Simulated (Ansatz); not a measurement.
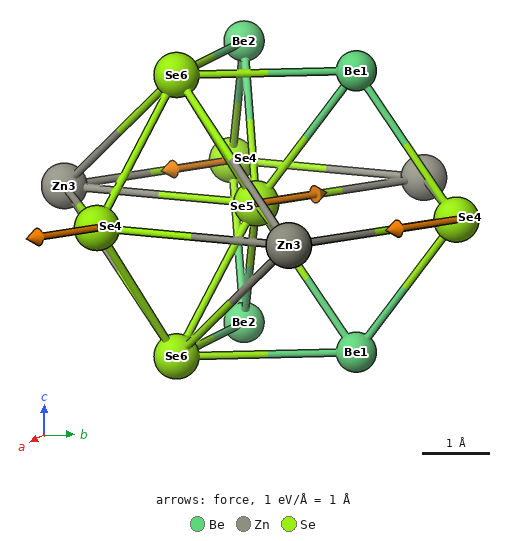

Starting geometry of solid Be₂ZnSe₃ (a generated structure, set up in Cmmm) (coarse preliminary run) with the computed forces as orange arrows. A ball-and-stick model of the atoms within 4.2 Å of the atom that moves most (axes of the cell of the calculation), seen slightly off an axis.

Computed with Ansatz 0.2.0, DFT PBE, scalar-relativistic, plane waves, PAW.

Input file:
```yaml
crystal:
  lattice:
    - [2.79717825, -4.69760395, 0.0]
    - [2.79717825, 4.69760395, 0.0]
    - [0.0, 0.0, 4.3402941]
  atoms:
    - { symbol: Be, position: [0.5, 0.0, 0.5] }
    - { symbol: Be, position: [0.0, 0.5, 0.5] }
    - { symbol: Zn, position: [0.0, 0.0, 0.0] }
    - { symbol: Se, position: [0.66109169, 0.33890831, 0.0] }
    - { symbol: Se, position: [0.33890831, 0.66109169, 0.0] }
    - { symbol: Se, position: [0.5, 0.5, 0.5] }
basis:
  ecutwfc: 420
kpoints:
  mp_grid: { grid: [4, 4, 4] }
hamiltonian:
  xc: pbe
scf:
  occupations: { method: gaussian, width: 0.1 }
  lower_state_search: "off"
output:
  forces: true
  stress: true
  eigenvalues: true
relax:
  adjacent_minimum: "off"
  f_tol: 0.04
  max_steps: 70
  cell: { stress_tol: 0.4 }
```

Command:
```bash
ansatz run input.yaml --threads 1 --pin off --max-ram 2560MiB --backend cpu --events-out ev --progress --plain --runs-dir out
```

Question: Is this structure relaxed? If not, where do the atoms go?

Answer: It isn't relaxed: the largest force vector, on Se atoms, is 1.36 eV/Å. The atoms end up moving mostly along the starting forces (cosine between the two patterns 1.00). The largest moves relative to the cell, 1.48 Å, are those of Se4 and Se5. Se5 goes along [−1 1 0]. Be and Zn stay in place. Cell: a = b 5.467 → 6.380 Å (+16.7 %), c 4.340 → 3.342 Å (−23.0 %), γ 118.5° → 121.8°. Volume +1.3 %. Some distances before and after: Se4–Se5 3.027 → 6.550 Å, Zn3–Se4 3.180 → 4.511 Å, Se4–Se6 2.646 → 3.677 Å, Se4–Se4 4.340 → 3.342 Å. The space group stays Cmmm (No. 65). After 12 accepted moves (14 points after the start) the energy has fallen by 705 meV per atom. Largest force component: 1.4 eV/Å at the start, 0.0027 eV/Å at the end. Pressure: −0.09 GPa at the start and 0.03 GPa at the end. At 2 points the geometry stayed and the basis and grid were re-selected for the new cell (energy shift of 2.7 meV per atom at most each time). The run took 33 s on 1 thread of AMD EPYC 9R45 96-Core Processor (Zen 5), on a shared host, peak memory 0.5 GiB.
